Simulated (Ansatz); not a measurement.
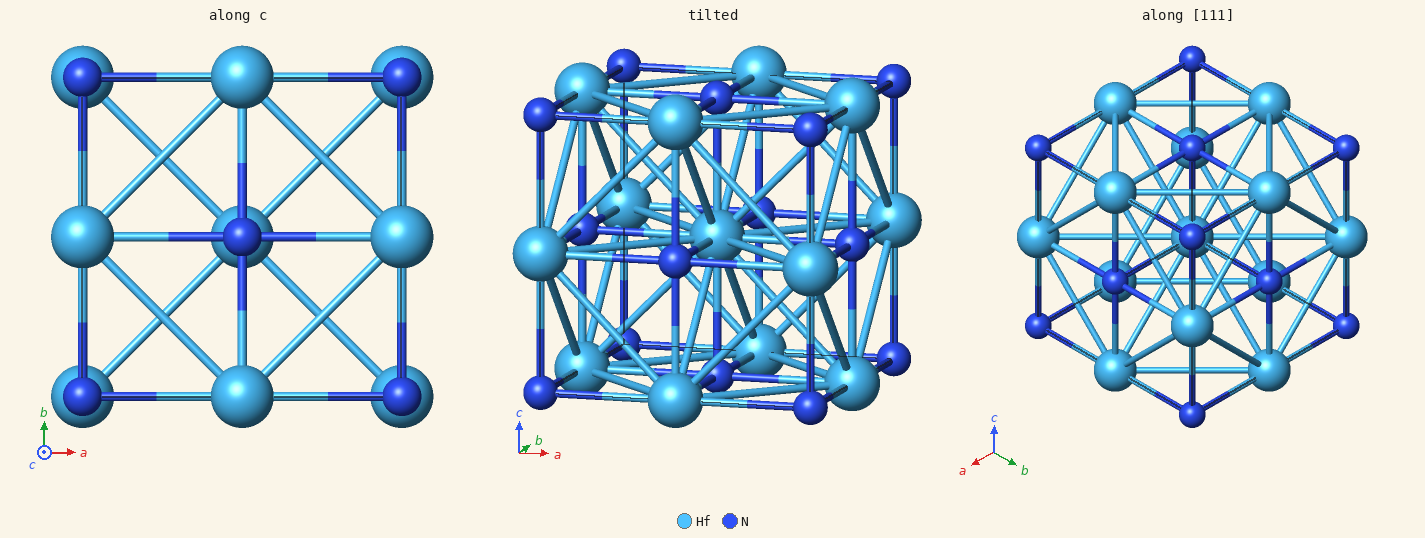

Ball-and-stick drawing of the structure, looking along the c axis, slightly off an axis and along [111]. Thin lines show the conventional unit cell, with boundary atoms drawn in all their periodic places.

Cell dimensions are a = 4.46 Å, b = 4.46 Å, c = 4.46 Å, α = 90.00°, β = 90.00°, γ = 90.00°.

A stick is drawn for Hf–Hf up to 3.22 Å, Hf–N up to 2.81 Å (cut-off distances).

**What composition does the cell have?**

HfN. The cell holds 4 Hf, 4 N, counting shared atoms by their share.

**Which prototype does it follow?**

Rock salt (NaCl type).

**What does the coordination shell of Hf look like?**

Twelve Hf and six N (about 3.2 Å to Hf, 2.2 Å to N).

**How do the bonded atoms link up through the crystal?**

The bonds build a three-dimensional framework.

The structure comes from a structure type known for this compound. Earlier steps of the study may have refined or changed the cell and positions. It went into a calculation with Ansatz.

At this level of theory the cell isn't at rest (compressed, at 9 GPa), so its distances can differ from those at equilibrium, the more so the softer the solid.
